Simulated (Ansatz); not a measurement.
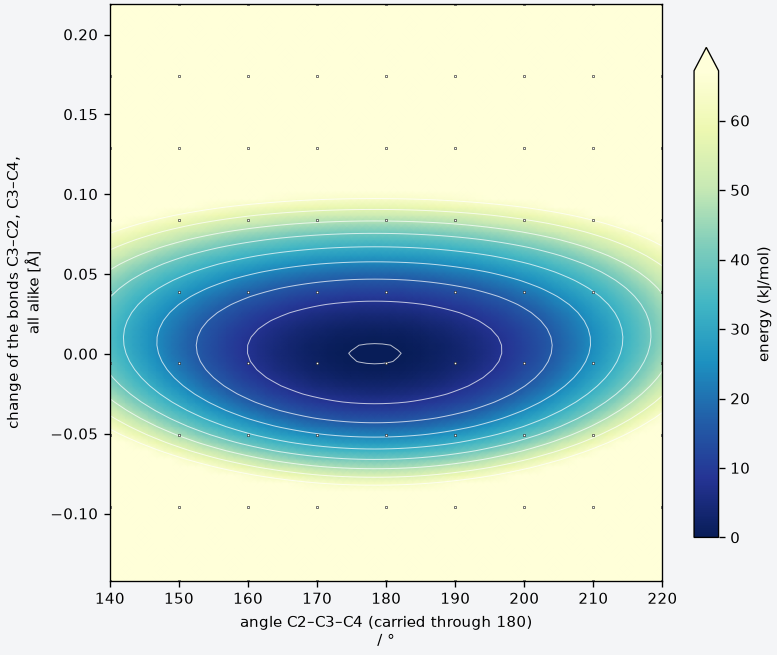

C3HClF, SMILES F[C+]=C=CCl, charge +1. Coordinates scanned: (1) angle C2–C3–C4 (carried through 180); (2) change of the bonds C3–C2, C3–C4, all alike. Nothing is relaxed (all other coordinates rigid). The grid has 9 × 9 points. Points are written as (first, second). All energies are given in kJ/mol relative to the lowest grid point. The calculation used RKS BHLYP-D4/def2-SVP (Ansatz 0.2.0).

In the figure: a smooth colour map with a few white contour lines, dots at the grid points, one colour for all values above the top of the scale. Between grid points the surface is interpolated.

> Estimate the position of the minimum and the force constants in these coordinates.

The interpolated minimum is at the first coordinate ≈ 178°, the second coordinate ≈ 0.000 Å. The curvatures there are about 1.7 eV/rad² and 168 eV/Å², with a cross term of about 0 eV/(rad·Å). Round the minimum the two coordinates are nearly uncoupled. (1 eV is 96.5 kJ/mol.)
